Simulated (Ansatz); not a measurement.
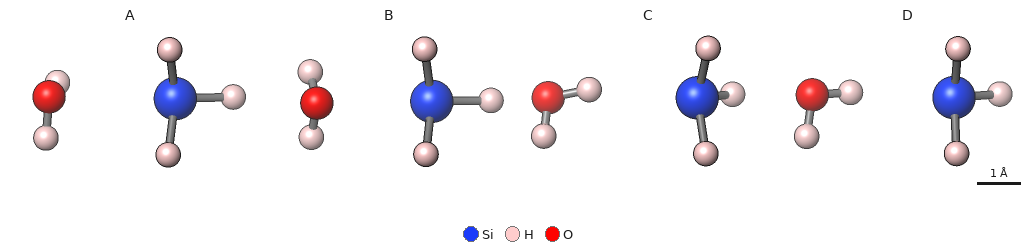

4 geometries from one relaxation of SiH5O (multiplicity 2), in shuffled order. A ball-and-stick model, seen from a free direction.

The run prepares an end point of a later path (reaction) calculation, from a guessed geometry.

These are results of UKS PBE/6-31G* in Ansatz 0.2.0, not measurements. Set-up: collinear spin; force threshold 0.03 eV/Å; at most 50 steps.

**Put them in the order of the run, from the start to the converged end.**

C, D, A, B. They are steps 0, 6, 15, 30, at +15.8 kJ/mol, +11.3 kJ/mol, +2.25 kJ/mol relative to the last. The energy falls by 15.8 kJ/mol in 25 accepted moves (30 points after the start). The largest force component goes from 0.47 to 0.0067 eV/Å. The line search rejected the trial steps at points 3, 7, 19, 22, 26 of the run. The forces were under the threshold at step 18, but the run went on from there. The atom that moves furthest after the best rigid fit is the O atom (1.02 Å). By element the largest moves are O 1.02 Å, H 0.70 Å, Si 0.37 Å. Among the contacts that change: O–Si 3.623 → 2.706 Å, H–O 0.995 → 0.979 Å, H–Si 1.501 → 1.513 Å. Among the angles between lasting bonds that change: H–Si–H 111.9° → 108.3°, H–Si–H 111.4° → 108.2°. Cost: 46 s on 1 thread of Arm Neoverse V1, with other jobs on the host, peak memory 0.11 GiB.

Limits of the set-up: the start holds two separate molecules, 2.7 Å apart at their closest, whose relative position is a soft coordinate and is computed without a dispersion correction.
